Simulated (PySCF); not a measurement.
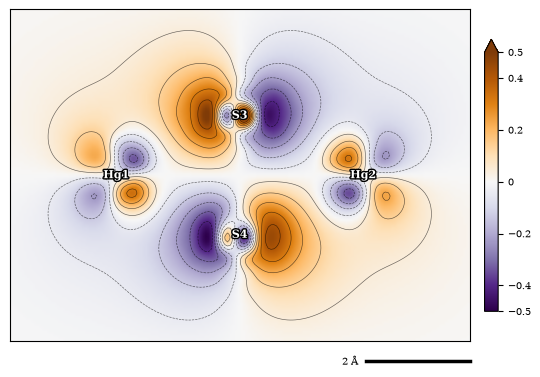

*Hg₂S₂ (Hg2(S)2). The HOMO−1 on the molecular plane (values in Å⁻³ᐟ²; the overall sign is arbitrary).*

Core potentials replace the inner electrons of Hg.

Level of theory: PySCF, RKS PBE0, Hg def2-SVP with ECP60, S def2-SVP; non-relativistic Hamiltonian with scalar-relativistic core potentials where named; density fitting.

What is the character of this orbital?

By Hirshfeld shares it lies mainly on S4 (about 35 %), S3 (about 35 %), Hg2 (about 15 %) and Hg1 (about 15 %); it is symmetric in the molecular plane (an in-plane orbital: σ, lone-pair or in-plane π type); it is gerade (even under inversion). Its energy is −6.40 eV.
